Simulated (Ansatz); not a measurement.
## NaNiO2 (R-3m): how robust is the cRPA U?

What does U in NaNiO2 (R-3m) depend on besides the window?

Method: constrained RPA on LDA, plane waves, PAW, in Ansatz 0.2.0.

## Step 1: Set-up

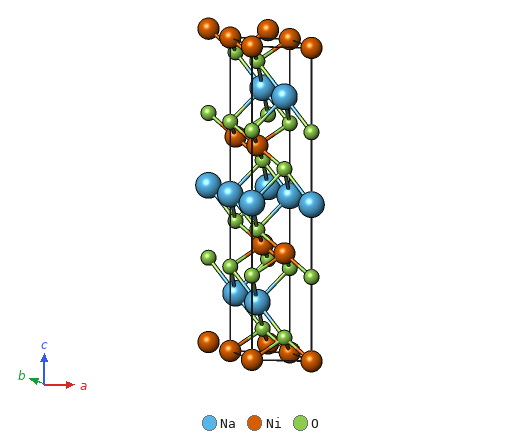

The starting structure, seen slightly off an axis (sodium blue, nickel orange, oxygen green). 1×2×1 cells are drawn. This picture shows the conventional cell, with its axes. Bonds to atoms that aren't drawn are left out. Some periodic images of atoms are drawn too.

The cell and positions are those that the Materials Project relaxed with its own functionals (PBE, PBE+U or r2SCAN), kept fixed. The program's search for lower electronic states was switched off, so nothing shows that the state found is the lowest. The default PAW set here is soft_2. Its files were made with PBE.

## Step 2: Base: Ni eg, bands v1 to c1, 8×8×8 mesh, medium accuracy

Constrained RPA screens the interaction with every transition except those inside the target bands, which a later many-body model would treat itself.

input.yaml

```yaml
crystal:
  lattice:
    - [-2.29235892, -4.37491838, 2.29235892]
    - [-2.29235892, -2.29235892, 4.37491838]
    - [-4.37491838, -2.29235892, 2.29235892]
  atoms:
    - { symbol: Na, position: [0.5, 0.5, 0.5] }
    - { symbol: Ni, position: [0.0, 0.0, 0.0] }
    - { symbol: O, position: [0.26896567, 0.26896567, 0.26896567] }
    - { symbol: O, position: [0.73103433, 0.73103433, 0.73103433] }
kpoints:
  mp_grid: { grid: [8, 8, 8] }
hamiltonian:
  xc: lda
scf:
  occupations: { method: gaussian, width: 0.08 }
  n_extra_bands: 19
  max_iter: 150
  lower_state_search: "off"
output:
  crpa:
    kmesh: [8, 8, 8]
    target_bands: [v1, c1]
    projections: [{ species: Ni, l: d, shell: 3, orbitals: [dz2, dx2-y2] }]
  local_orbitals:
    kmesh: [8, 8, 8]
    orbitals: [{ species: Ni, l: d, shell: 3, orbitals: [dz2, dx2-y2] }]
    window: { bands: [v1, c1] }
    seedname: lo
```

Started as:

```sh
ansatz run input.yaml --threads 8 --pin off --max-ram 14745MiB --backend cpu --events-out ev --progress --plain --runs-dir out
```

Numbers of over 12 decimals in the logs are rounded to 6 here.

What it wrote:

```text
scf.n_extra_bands = 19 over 20 filled bands (N_el = 39.0): the run solves 39 bands
Engine: ansatz 0.2.0, aarch64-unknown-linux-gnu
Pseudopotentials: kind: paw
Pseudopotential: Na, paw, valence charge 9, recommended cutoff 420 eV (normal), Na.paw.azcp
Pseudopotential: Ni, paw, valence charge 18, recommended cutoff 420 eV (normal), Ni.paw.azcp
Pseudopotential: O, paw, valence charge 6, recommended cutoff 420 eV (normal), O.paw.azcp
Functional definition: SPW92
  exchange = slater_x
  correlation = pw_c
Crystal: 4 atoms, lattice volume = 38.858 Å³
Basis set: ecut = 420 eV, 755 PW (Γ)
Bands: 39, of which v1, the nominal top of the filled ones, is band 20 counted from 1 (19 counted from 0)
Symmetry: 12 space group operations
Space group: R-3m (ITA 166), of the structure as read, at distance tolerance 3.4e-5 Å
k-points: 65 of 512
Non-local potential: Na, projectors of the file, l = 0: 3, l = 1: 2, l = 2: 1
Non-local potential: Ni, projectors of the file, l = 0: 3, l = 1: 2, l = 2: 3, l = 3: 1
Non-local potential: O, projectors of the file, l = 0: 2, l = 1: 2, l = 2: 1
PAW form: soft (Blöchl's): semilocal exchange-correlation on the pseudo side does not see the compensation charge
PAW frozen core: Na, regenerated for the run's functional, and the local potential with it (the file was generated under x = pbe(κ = 0.804, μ = 0.219515), c = pbe(β = 0.066725))
PAW frozen core: Ni, regenerated for the run's functional, and the local potential with it (the file was generated under x = pbe(κ = 0.804, μ = 0.219515), c = pbe(β = 0.066725))
PAW frozen core: O, regenerated for the run's functional, and the local potential with it (the file was generated under x = pbe(κ = 0.804, μ = 0.219515), c = pbe(β = 0.066725))
PAW one-centre angular grid: Na, 110 points (default); XC on 64 Gauss nodes
PAW one-centre angular grid: Ni, 590 points (default); XC on 64 Gauss nodes
PAW one-centre angular grid: O, 110 points (default); XC on 64 Gauss nodes
Initial density: superposition of atomic densities (neutral atoms: chi_scale 0, normalization atom), corrected by the library's trained network
Initial wavefunctions: pseudopotential atomic-orbital guess
Functional: x = slater, c = lda
SCF iter   1: F=—  HF=-8350.076746 eV  |F-HF|=—  |Δ(HF+E_count)|=         —  Δρ=2.36e-2  dr2=1.52e-1  ethr=1.77e-3  ⟨swp⟩=5.4  Hψ=10747  notcnv=0  defer=409
preconditioner: auto → LDOS  [metal: Δε(μ)=0.037 eV  Ē_g=27.353 eV  σ=0.080 eV  W_gap=0.25  n_scr=16 (ndim 8)  ℏωp=32.1 eV  f_vac=0.063  D(μ)=5.63/eV (n_scr^D=98)  β→1.0]
SCF iter   2: F=—  HF=-8350.061913 eV  |F-HF|=—  |Δ(HF+E_count)|=   1.48e-2  Δρ=2.01e-2  dr2=7.56e-2  ethr=3.91e-4  ⟨swp⟩=2.0  Hψ=4428  notcnv=0  defer=845
[...]
SCF iter  10: F=-8350.029810 eV  HF=-8350.029810 eV  |F-HF|=1.27e-8  |Δ(HF+E_count)|=   1.36e-8  Δρ=7.09e-6  dr2=1.37e-8  ethr=2.56e-10  ⟨swp⟩=8.5  Hψ=11086  notcnv=0
SCF 1 converged in 10 iterations: F = -8350.029810 eV  dr2 = 1.37e-8
[...]
NSCF: frozen V_eff on 68 k-points
NSCF: frozen V_eff on 65 k-points
[...]
cRPA screening: q 1/512
cRPA screening: q 2/512
cRPA screening: q 8/512 (q-point 3)
cRPA screening: q 14/512 (q-point 4)
cRPA screening: q 20/512 (q-point 5)
cRPA screening: q 23/512 (q-point 10)
cRPA screening: q 29/512 (q-point 11)
cRPA screening: q 41/512 (q-point 12)
cRPA screening: q 53/512 (q-point 13)
cRPA screening: q 65/512 (q-point 14)
[...]
cRPA screening: q 494/512 (q-point 222)
cRPA screening: q 500/512 (q-point 229)
cRPA screening: q 506/512 (q-point 230)
cRPA screening: q 512/512 (q-point 293)
SCF converged after 10 iterations
Free energy (F): -8350.029810 eV
Harris-Foulkes:  -8350.029810 eV  (|F-HF|=1.27e-8)
Internal energy: -8350.010692 eV  (E = F + TS)
E sigma→0 (E₀):  -8350.020251 eV
Entropy (-TS):   -0.019117 eV (-4.779 meV/atom)
Fermi energy:    10.181548 eV
--- Per-component energies (eV) ---
  E_band       = -579.441003
  E_kinetic    = 746.287228
  E_local      = -6222.122415  (includes V_loc(G=0)·N_el)
  E_nonlocal   = 853.536669
  E_hartree    = 2508.674368
  E_xc         = -267.267274
  E_vxc        = -344.985875  (∫ρ·V_xc dr)
  E_paw        = -2096.546687  (= ΣΔE_a)
  E_vpaw       = -629.503587  (= ΣTr[D̂ρ^β])
  E_aug_tail   = 0.005500  (compensation charges beyond the density's cutoff)
  E_ewald      = -3873.346935
  E_core_change = 0.768853  (= ΣΔE_core)
  E_smearing   = -0.019117  (= −TS)
  E_closure    = -0.000000  (closes the sum)
  Σ components = -8350.029810   (vs F -8350.029810, Δ=0.00e0)
--- Band table (eV; the first three rows and the last of 65) ---
  k-point 0: bands = [... 16 lower, 7.8000, 7.8000, 8.7118, 10.8365, 10.8365, 13.2823, 17.2521, 19.3162, ... 15 higher]
  k-point 1: bands = [... 16 lower, 8.1169, 8.3263, 8.8056, 10.4374, 10.7452, 13.9848, 17.8513, 19.5474, ... 15 higher]
  k-point 2: bands = [... 16 lower, 8.1495, 8.5500, 8.8338, 9.9411, 10.6383, 15.4679, 18.7349, 20.1651, ... 15 higher]
  k-point 64: bands = [... 16 lower, 7.8026, 7.8026, 8.8364, 10.8848, 10.8848, 15.2051, 15.9990, 18.8634, ... 15 higher]
--- cRPA (band scheme, projected local orbitals): target bands 20..21 (1-based), 2 Wannier function(s), 8×8×8 mesh, 42 bands' worth read of 47 solved, ecut_chi 136.0 eV, v(q+G=0) probe_charge, pair densities all_electron ---
  χ-basis size per q: N_G = 130..147
  window electrons = 1.0000, filled by tetrahedron_uncorrected; constrained ε̄⁻¹(q = 0, 0) head = 0.157129; min gauge Gram eig = 0.4139
  Kanamori averages over each shell's own Wannier functions (sites counted from 0, functions from 1):
    Site 1, 3D, 2 of 5 d orbitals (Wannier functions 1, 2; wannier90's mr 1, 4):
      screened: U = 2.2539 eV, U' = 1.5197 eV, J = 0.3671 eV
      screened, to within: U = 4.3e-3 eV, U' = 4.3e-3 eV, J = 4.7e-4 eV
      bare: V = 14.6754 eV, V' = 13.3115 eV, J = 0.6819 eV
  Hermiticity witness max|P − P†| over intra, direct and exchange elements: 7.11e-15 eV (screened), 3.55e-24 eV (bare)
  Reality witness max|Im| over intra, direct and exchange elements: 1.09e-20 eV (screened), 2.79e-20 eV (bare)
```

It took 13 min on 8 threads of Arm Neoverse V2, shared host; peak memory 0.96 GiB.

In the SCF lines HF is the Harris–Foulkes energy and dr2 the Hartree energy of the density residual, in eV; the loop may stop once dr2 is under the threshold and the program's other checks hold. Hψ counts applications of the Hamiltonian.

Numbers from this step:

- U: 2.254 eV
- U prime (inter-orbital): 1.520 eV
- J: 0.3671 eV
- bare V: 14.68 eV
- bare J: 0.6819 eV
- stated bound on U: 0.004273 eV
- U over bare V: 0.1536
- electrons in the window: 1.0000
- head of the constrained inverse dielectric matrix: 0.1571
- least eigenvalue of the projection's overlap: 0.4139
- target functions: 2
- bands in the sums: 42
- r.m.s. miss of the model bands: 0.001197 eV
- width of the target bands: 1.154 eV
- weight of the projected orbitals in the window: 0.5205

On the Ni eg shell, screening brings the on-site interaction from 14.7 eV down to U = 2.25 eV.

## Step 3: Changed: 6×6×6 mesh

input.yaml, as its differences from that of step 2:

```diff
@@ -21,9 +21,4 @@
   crpa:
-    kmesh: [8, 8, 8]
+    kmesh: [6, 6, 6]
     target_bands: [v1, c1]
     projections: [{ species: Ni, l: d, shell: 3, orbitals: [dz2, dx2-y2] }]
-  local_orbitals:
-    kmesh: [8, 8, 8]
-    orbitals: [{ species: Ni, l: d, shell: 3, orbitals: [dz2, dx2-y2] }]
-    window: { bands: [v1, c1] }
-    seedname: lo
```

What it wrote:

```text
[...]
Crystal: 4 atoms, lattice volume = 38.858 Å³
Basis set: ecut = 420 eV, 755 PW (Γ)
Bands: 39, of which v1, the nominal top of the filled ones, is band 20 counted from 1 (19 counted from 0)
Symmetry: 12 space group operations
[...]
k-points: 65 of 512
[...]
SCF iter   1: F=—  HF=-8350.076746 eV  |F-HF|=—  |Δ(HF+E_count)|=         —  Δρ=2.36e-2  dr2=1.52e-1  ethr=1.77e-3  ⟨swp⟩=5.4  Hψ=10747  notcnv=0  defer=409
[...]
SCF iter  10: F=-8350.029810 eV  HF=-8350.029810 eV  |F-HF|=1.27e-8  |Δ(HF+E_count)|=   1.36e-8  Δρ=7.09e-6  dr2=1.37e-8  ethr=2.56e-10  ⟨swp⟩=8.5  Hψ=11086  notcnv=0
SCF 1 converged in 10 iterations: F = -8350.029810 eV  dr2 = 1.37e-8
[...]
NSCF: frozen V_eff on 32 k-points
[...]
cRPA screening: q 1/216
cRPA screening: q 2/216
cRPA screening: q 8/216 (q-point 3)
cRPA screening: q 14/216 (q-point 4)
cRPA screening: q 17/216 (q-point 8)
[...]
SCF converged after 10 iterations
Free energy (F): -8350.029810 eV
[...]
Internal energy: -8350.010692 eV  (E = F + TS)
E sigma→0 (E₀):  -8350.020251 eV
Entropy (-TS):   -0.019117 eV (-4.779 meV/atom)
Fermi energy:    10.181548 eV
[...]
--- Band table (eV; the first three rows and the last of 65) ---
  k-point 0: bands = [... 16 lower, 7.8000, 7.8000, 8.7118, 10.8365, 10.8365, 13.2823, 17.2521, 19.3162, ... 15 higher]
  k-point 1: bands = [... 16 lower, 8.1169, 8.3263, 8.8056, 10.4374, 10.7452, 13.9848, 17.8513, 19.5474, ... 15 higher]
  k-point 2: bands = [... 16 lower, 8.1495, 8.5500, 8.8338, 9.9411, 10.6383, 15.4679, 18.7349, 20.1651, ... 15 higher]
  k-point 64: bands = [... 16 lower, 7.8026, 7.8026, 8.8364, 10.8848, 10.8848, 15.2051, 15.9990, 18.8634, ... 15 higher]
[...]
χ-basis size per q: N_G = 130..146
[...]
Site 1, 3D, 2 of 5 d orbitals (Wannier functions 1, 2; wannier90's mr 1, 4):
      screened: U = 2.2487 eV, U' = 1.5145 eV, J = 0.3671 eV
      screened, to within: U = 3.8e-3 eV, U' = 3.8e-3 eV, J = 4.7e-4 eV
      bare: V = 14.6920 eV, V' = 13.3279 eV, J = 0.6821 eV
[...]
```

It took 2.6 min on 8 threads; peak memory 0.73 GiB.

This step gave:

```
U                                                 : 2.249 eV
U prime (inter-orbital)                           : 1.515 eV
J                                                 : 0.3671 eV
bare V                                            : 14.69 eV
bare J                                            : 0.6821 eV
stated bound on U                                 : 0.003767 eV
U over bare V                                     : 0.1531
electrons in the window                           : 1.000
head of the constrained inverse dielectric matrix : 0.1534
least eigenvalue of the projection's overlap      : 0.4139
target functions                                  : 2
bands in the sums                                 : 42
width of the target bands                         : 1.154 eV
weight of the projected orbitals in the window    : 0.5205
```

On the Ni eg shell, screening brings the on-site interaction from 14.7 eV down to U = 2.25 eV.

## Step 4: Changed: 4×4×4 mesh

input.yaml, as its differences from that of step 3:

```diff
@@ -21,3 +21,3 @@
   crpa:
-    kmesh: [6, 6, 6]
+    kmesh: [4, 4, 4]
     target_bands: [v1, c1]
```

What it wrote:

```text
[...]
Crystal: 4 atoms, lattice volume = 38.858 Å³
Basis set: ecut = 420 eV, 755 PW (Γ)
Bands: 39, of which v1, the nominal top of the filled ones, is band 20 counted from 1 (19 counted from 0)
Symmetry: 12 space group operations
[...]
k-points: 65 of 512
[...]
k-point 64: bands = [... 16 lower, 7.8026, 7.8026, 8.8364, 10.8848, 10.8848, 15.2051, 15.9990, 18.8634, ... 15 higher]
[...]
χ-basis size per q: N_G = 130..146
[...]
Site 1, 3D, 2 of 5 d orbitals (Wannier functions 1, 2; wannier90's mr 1, 4):
      screened: U = 2.3320 eV, U' = 1.5950 eV, J = 0.3685 eV
      screened, to within: U = 4.3e-3 eV, U' = 4.3e-3 eV, J = 4.7e-4 eV
      bare: V = 14.7899 eV, V' = 13.4240 eV, J = 0.6830 eV
[...]
[key lines of the parts left out:]
SCF converged after 10 iterations
Free energy (F): -8350.029810 eV
Fermi energy:    10.181548 eV
```

The job ended after 18 s (8 threads; peak memory 0.62 GiB; 2.1 min of CPU time).

Numbers from this step:

```yaml
u: 2.332 eV
u_prime_inter_orbital: 1.595 eV
j: 0.3685 eV
bare_v: 14.79 eV
bare_j: 0.6830 eV
stated_bound_on_u: 0.004282 eV
u_over_bare_v: 0.1577
electrons_in_the_window: 1.0000
head_of_the_constrained_inverse_dielectric_matrix: 0.1544
least_eigenvalue_of_the_projection_s_overlap: 0.4139
target_functions: 2
bands_in_the_sums: 42
width_of_the_target_bands: 1.154 eV
weight_of_the_projected_orbitals_in_the_window: 0.5205
```

On the Ni eg shell, screening brings the on-site interaction from 14.8 eV down to U = 2.33 eV.

## Step 5: Changed: spin-orbit coupling, which the program doesn't serve

This step: constrained RPA on LDA with spin-orbit coupling, plane waves, PAW.

input.yaml, as its differences from that of step 4:

```diff
@@ -19,5 +19,8 @@
   lower_state_search: "off"
+magnetization:
+  noncollinear: true
+  spin_orbit: true
 output:
   crpa:
-    kmesh: [4, 4, 4]
+    kmesh: [8, 8, 8]
     target_bands: [v1, c1]
```

What it wrote:

```text
Error: output.crpa with magnetization.noncollinear: true — the cRPA pipeline runs scalar-band solve channels only (unpolarised or collinear) — spinor oscillator elements are not implemented; use a collinear or unpolarised deck, or drop the output.crpa: request
```

It took 0.03 s on 8 threads; peak memory 0.031 GiB.

The input was rejected at the start.

The program's message: “Error: output.crpa with magnetization.noncollinear: true — the cRPA pipeline runs scalar-band solve channels only (unpolarised or collinear) — spinor oscillator elements are not implemented; use a col …”

The fault put into this input: spin-orbit coupling, which the program doesn't serve.

## Step 6: Changed: volume +3 %

This step: constrained RPA on LDA, plane waves, PAW.

The cell differs from the one that the last finished run ended in (a 5.445 → 5.499 Å, b 5.445 → 5.499 Å, c 5.445 → 5.499 Å).

input.yaml, as its differences from that of step 5:

```diff
@@ -2,5 +2,5 @@
   lattice:
-    - [-2.29235892, -4.37491838, 2.29235892]
-    - [-2.29235892, -2.29235892, 4.37491838]
-    - [-4.37491838, -2.29235892, 2.29235892]
+    - [-2.3150570191, -4.4182372208, 2.3150570191]
+    - [-2.3150570191, -2.3150570191, 4.4182372208]
+    - [-4.4182372208, -2.3150570191, 2.3150570191]
   atoms:
@@ -19,5 +19,2 @@
   lower_state_search: "off"
-magnetization:
-  noncollinear: true
-  spin_orbit: true
 output:
@@ -27 +24,6 @@
     projections: [{ species: Ni, l: d, shell: 3, orbitals: [dz2, dx2-y2] }]
+  local_orbitals:
+    kmesh: [8, 8, 8]
+    orbitals: [{ species: Ni, l: d, shell: 3, orbitals: [dz2, dx2-y2] }]
+    window: { bands: [v1, c1] }
+    seedname: lo
```

What it wrote:

```text
[...]
Crystal: 4 atoms, lattice volume = 40.024 Å³
Basis set: ecut = 420 eV, 773 PW (Γ)
Bands: 39, of which v1, the nominal top of the filled ones, is band 20 counted from 1 (19 counted from 0)
Symmetry: 12 space group operations
[...]
k-points: 65 of 512
[...]
k-point 64: bands = [... 16 lower, 7.3981, 7.3981, 8.3741, 10.3531, 10.3531, 14.5732, 15.2870, 18.3354, ... 15 higher]
[...]
χ-basis size per q: N_G = 139..156
[...]
Site 1, 3D, 2 of 5 d orbitals (Wannier functions 1, 2; wannier90's mr 1, 4):
      screened: U = 2.1865 eV, U' = 1.4650 eV, J = 0.3608 eV
      screened, to within: U = 4.5e-3 eV, U' = 4.5e-3 eV, J = 4.7e-4 eV
      bare: V = 14.5473 eV, V' = 13.1921 eV, J = 0.6776 eV
[...]
[key lines of the parts left out:]
SCF converged after 10 iterations
Free energy (F): -8349.955390 eV
Fermi energy:    9.664368 eV
```

Elapsed: 13 min, on 8 threads; peak memory 1 GiB.

Numbers from this step:

```
U                                                 : 2.187 eV
U prime (inter-orbital)                           : 1.465 eV
J                                                 : 0.3608 eV
bare V                                            : 14.55 eV
bare J                                            : 0.6776 eV
stated bound on U                                 : 0.004412 eV
U over bare V                                     : 0.1503
electrons in the window                           : 1.000
head of the constrained inverse dielectric matrix : 0.1538
least eigenvalue of the projection's overlap      : 0.4147
target functions                                  : 2
bands in the sums                                 : 42
r.m.s. miss of the model bands                    : 0.001201 eV
width of the target bands                         : 1.129 eV
weight of the projected orbitals in the window    : 0.5210
```

On the Ni eg shell, screening brings the on-site interaction from 14.5 eV down to U = 2.19 eV.

## Step 7: Side by side

Times are wall times on 8 threads of Arm Neoverse V2, shared host, good to a factor of about two.

```
          run  bare V (eV)  U (eV)  J (eV)  bound on U (eV)  width (eV)     time
target window        14.68   2.254   0.367           0.0043        1.15   13 min
   6×6×6 mesh        14.69   2.249   0.367           0.0038        1.15  2.6 min
   4×4×4 mesh        14.79   2.332   0.369           0.0043        1.15     18 s
  volume +3 %        14.55   2.187   0.361           0.0044        1.13   13 min
```

## Step 8: What came out

| Item | Value |
| --- | --- |
| target window | U 2.25 eV, J 0.37 eV |
| 6×6×6 mesh | U 2.25 eV, J 0.37 eV |
| 4×4×4 mesh | U 2.33 eV, J 0.37 eV |
| volume +3 % | U 2.19 eV, J 0.36 eV |

In words: 6×6×6 mesh moves U by −0.01 eV (within the solver's bounds, for the mean over orbitals) at 0.20 times the time. 4×4×4 mesh moves U by +0.08 eV at 0.023 times the time. Volume +3 % moves U by −0.07 eV. The printed bound covers the solver alone, not the mesh, and no denser mesh than the base was run. The parent state is non-magnetic and the interaction static (zero frequency); U depends on the window and the orbitals, so it belongs to this model alone.

[Paths, hosts, dates, memory and timing lines, banners, echoed tables and standing remarks are left out of the program output.]

[Logs are printed without paths, hosts, clocks, repeated set-up lines and the standing remarks that a program may print on its own settings, such as how far it seeks lower states.]

[Runs of the session that timed out or met a known fault of the program may be left out.]

[Hosts, paths, dates, database ids (printed as entryN), source tags and the programs' standing remarks are cut or masked in the printed files.]
